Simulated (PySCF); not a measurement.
# Excited-state calculation, with input and output: C₆H₈O₂

C₆H₈O₂, SMILES O=COCC1=CCC1, computed with TDDFT PBE0/def2-SVPD, vertical, gas phase, core orbitals frozen in the response (PySCF 2.14.0).

The geometry comes from this level: GFN2-xTB.

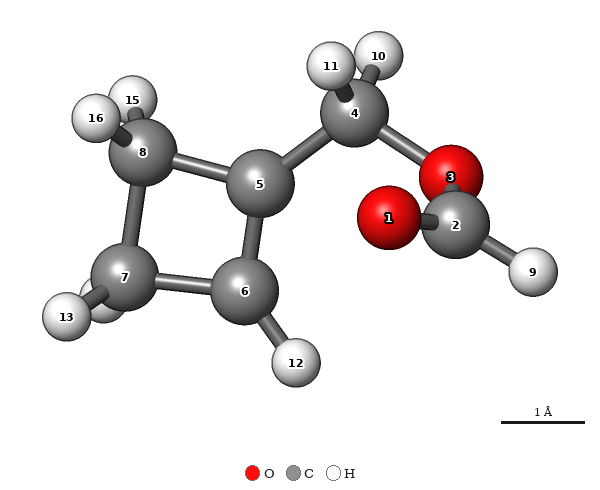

The input geometry (ball-and-stick view, seen at a tilt; atoms are numbered from 1 in the order of the input).

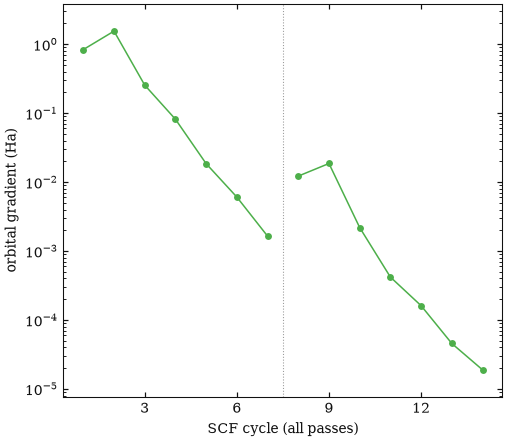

Convergence of the self-consistent field: orbital gradient against the SCF cycle. The dotted line marks the change from a coarse to the final integration grid. The first 7 cycles use a coarse grid, the final grid takes over at cycle 8, and the field converges after 14 cycles in all.

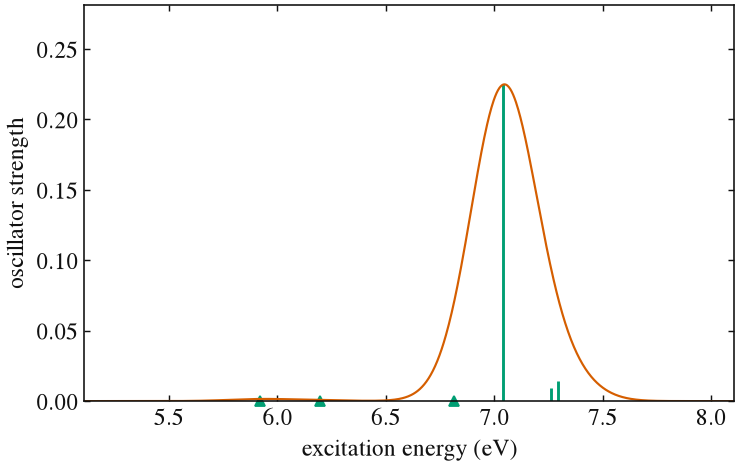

Computed excitations as sticks (degenerate states added up, dark ones marked on the axis), with a Gaussian envelope of 0.35 eV full width at half maximum, scaled to the tallest. Of the 6 states the lowest lies at 5.92 eV (f = 0.001); the strongest line is at 7.04 eV, or 176 nm (f = 0.225).

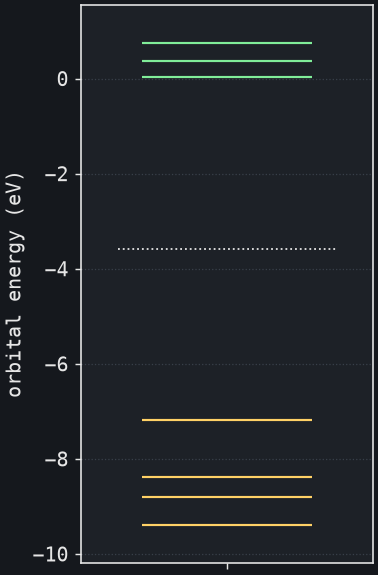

Orbital energies near the frontier; the dotted line parts filled from empty levels, and levels within 0.02 eV of each other stand side by side. Highest filled −7.18 eV, lowest empty 0.03 eV, 7.21 eV apart.

These pictures come from the run below.

The input
```
{"job": {"kind": "uv", "xc": "PBE0", "basis": "def2-SVPD", "nstates": 6, "ntriplets": 2}, "charge": 0, "multiplicity": 1}
O     -2.597146     0.650103     0.927604
C     -2.696780     0.363974    -0.228223
O     -1.963099    -0.503550    -0.900044
C     -0.903337    -1.140880    -0.179354
C      0.305751    -0.276568    -0.090756
C      0.655547     0.926378    -0.542360
C      2.017133     0.888896     0.096366
C      1.611167    -0.511259     0.625365
H     -3.453038     0.786480    -0.912443
H     -0.687749    -2.063726    -0.727067
H     -1.251998    -1.391195     0.831675
H      0.168467     1.677095    -1.136537
H      2.186307     1.636753     0.868872
H      2.856027     0.889769    -0.597618
H      2.209899    -1.336812     0.244875
H      1.535251    -0.586514     1.708236
```

The first line tells a small driver script what to run in PySCF; the rest is the geometry in Å.

Command:
```bash
OMP_NUM_THREADS=1 python <driver script> task.json out
```

The program's output
```
coarse grid: 13648 points
cycle   1  E = -382.9395918111  dE =  1.364e+00  |g| = 8.368e-01  |ddm| = 6.352e+00
cycle   2  E = -382.6104986755  dE =  3.291e-01  |g| = 1.550e+00  |ddm| = 2.740e+00
cycle   3  E = -383.0704544628  dE = -4.600e-01  |g| = 2.551e-01  |ddm| = 1.807e+00
cycle   4  E = -383.0822984600  dE = -1.184e-02  |g| = 8.166e-02  |ddm| = 3.421e-01
cycle   5  E = -383.0834356949  dE = -1.137e-03  |g| = 1.851e-02  |ddm| = 9.208e-02
cycle   6  E = -383.0835090497  dE = -7.335e-05  |g| = 6.061e-03  |ddm| = 3.870e-02
cycle   7  E = -383.0835170945  dE = -8.045e-06  |g| = 1.645e-03  |ddm| = 1.320e-02
final grid: 132640 points
cycle   8  E = -383.1515294544  dE = -2.625e-05  |g| = 1.221e-02  |ddm| = 1.543e-01
cycle   9  E = -383.1514905513  dE =  3.890e-05  |g| = 1.861e-02  |ddm| = 3.822e-02
cycle  10  E = -383.1515596540  dE = -6.910e-05  |g| = 2.190e-03  |ddm| = 2.235e-02
cycle  11  E = -383.1515606580  dE = -1.004e-06  |g| = 4.187e-04  |ddm| = 3.098e-03
cycle  12  E = -383.1515606876  dE = -2.959e-08  |g| = 1.610e-04  |ddm| = 7.140e-04
cycle  13  E = -383.1515606926  dE = -5.033e-09  |g| = 4.555e-05  |ddm| = 2.898e-04
cycle  14  E = -383.1515606931  dE = -4.142e-10  |g| = 1.889e-05  |ddm| = 1.108e-04
converged SCF energy = -383.1515606931

Static polarisability (au): isotropic 74.630, principal 64.377 75.109 84.403

Singlet excitations
state   eV       nm        f      main configurations
  1   5.9222    209.4   0.00148   H-1->L 0.75, H->L 0.23
  2   6.1962    200.1   0.00053   H->L 0.77, H-1->L 0.23
  3   6.8151    181.9   0.00138   H->L+2 0.95
  4   7.0407    176.1   0.22493   H->L+1 0.89
  5   7.2601    170.8   0.00941   H->L+4 0.89
  6   7.2958    169.9   0.01407   H->L+3 0.82

Triplet excitations (Tamm-Dancoff, eV): 4.3210 5.3525
```

Key numbers

```csv
quantity,value
outcome,converged
total energy,−383.151561 hartree
HOMO,−7.18 eV
LUMO,0.03 eV
dipole moment,2.00 D
mean polarisability,74.63 a.u.
lowest singlet excitation,5.92 eV
hardware,"1 CPU thread, shared host"
wall time,77 s
peak memory,0.88 GiB
```
